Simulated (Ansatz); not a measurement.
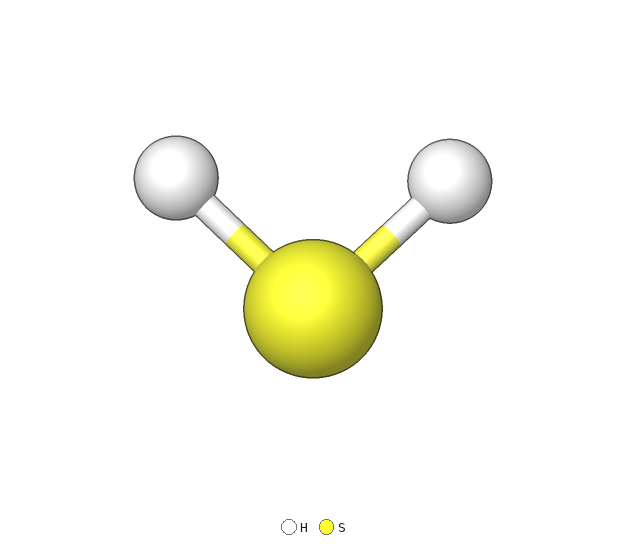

Description:

It has 3 atoms: 2 hydrogen and 1 sulfur (H₂S). The point group is C2v. Coordination: 1 S bent.

More results for the same structure follow; atom numbers are the same in all pictures, views and colours differ. Computed geometry: PBE0-D4/def2-TZVP optimisation.

Shape

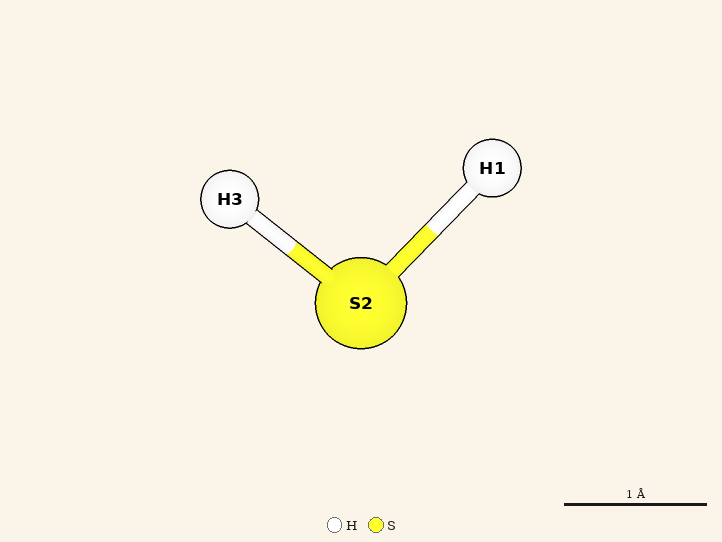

Give the bond lengths.

| bond | length (Å) |
| --- | --- |
| H1–S2 | 1.341 |
| S2–H3 | 1.341 |

Dipole moment

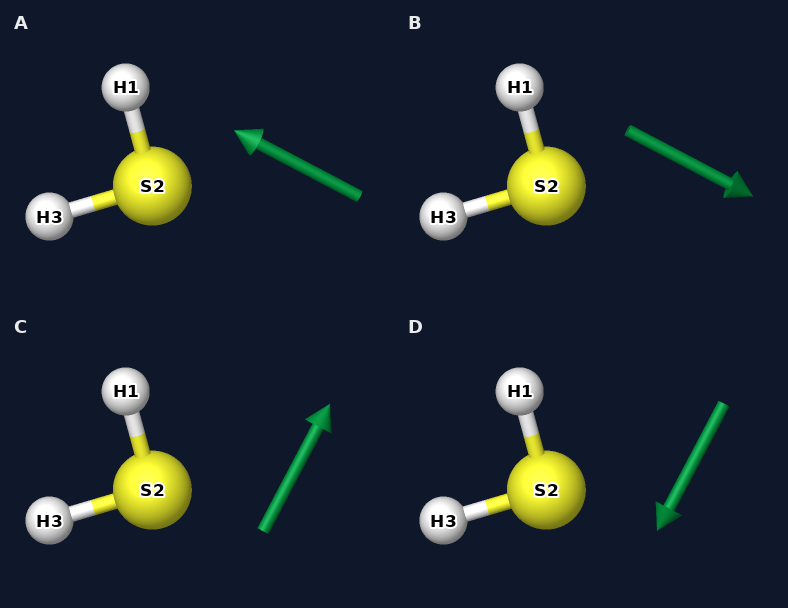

The same molecule four times, each with an arrow. Method: RKS PBE0-D4/def2-TZVP (Ansatz 0.2.0).

Question: Which arrow points along the dipole moment, from the negative to the positive end?

Answer: A. The dipole moment is 1.16 D; it points from the side of S2 to the side of H1, H3 (the outermost atoms at the two ends).

Vibrations

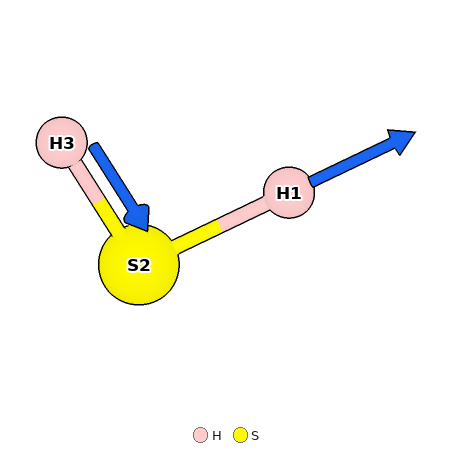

The arrows show one normal mode. Harmonic vibrations computed with RKS PBE0-D4/def2-TZVP (Ansatz 0.2.0) at a stationary point of the same level.

Question: Describe the motion.

Answer: Mostly out-of-phase stretching of 2 S–H bonds.

Question: Estimate its harmonic wavenumber.

Answer: 2740 cm⁻¹; it is mode 3 of 3 counted from the lowest.

Charges

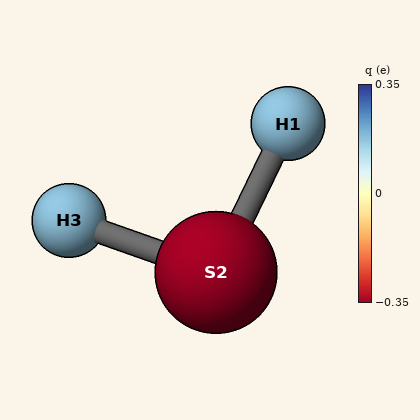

Atoms are coloured by their Mulliken charges. Method: RKS PBE0-D4/def2-TZVP (Ansatz 0.2.0).

List the Mulliken charges.

| atom | value (e) |
| --- | --- |
| H1 | 0.17 |
| S2 | −0.35 |
| H3 | 0.17 |

Mulliken values depend strongly on the basis set and can even reverse the polarity of a bond.
